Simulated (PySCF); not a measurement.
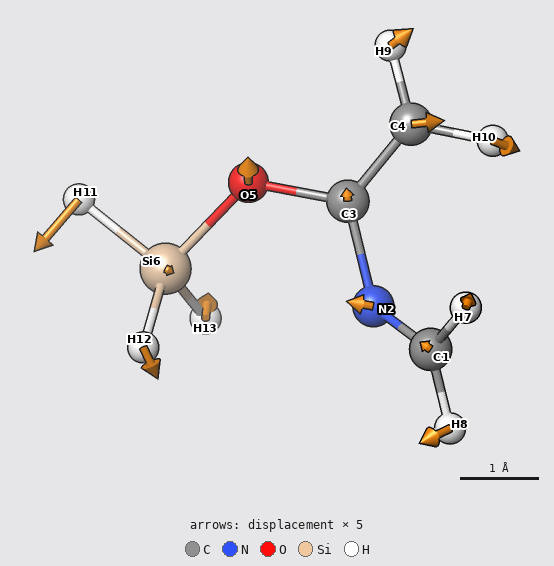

A relaxation of C3H7NOSi. The starting structure is drawn; orange arrows show the displacements, 5 times their true length. The two geometries are superimposed by the best rigid fit.

Style: ball-and-stick. Shown from a free direction.

The start comes from GFN2-xTB. Its atoms were then displaced at random by about 0.01 Å.

These are results of PBE0-D3(BJ)/def2-SVP geometry optimisation, gas phase (PySCF 2.14.0, density-fitted response routines), not measurements. 

**What happened in the run?**

H11 moves most after the best rigid fit: 0.18 Å. Largest moves by element: H 0.18 Å, O 0.10 Å, C 0.09 Å, N 0.07 Å, Si 0.03 Å. Near-neighbour distances that change, for instance: N2–Si6 2.868 → 2.777 Å, O5–Si6 1.636 → 1.697 Å, Si6–H11 1.444 → 1.489 Å, C1–H8 1.056 → 1.098 Å. Bond angles that change, for instance: H11–Si6–H13 114.5° → 109.7°, O5–Si6–H11 98.0° → 102.5°, C3–O5–Si6 126.2° → 121.9°. The energy falls by 29.3 kJ/mol in 8 geometry steps. Cost: 86 s on 1 thread of Arm Neoverse N1, with other jobs on the host.
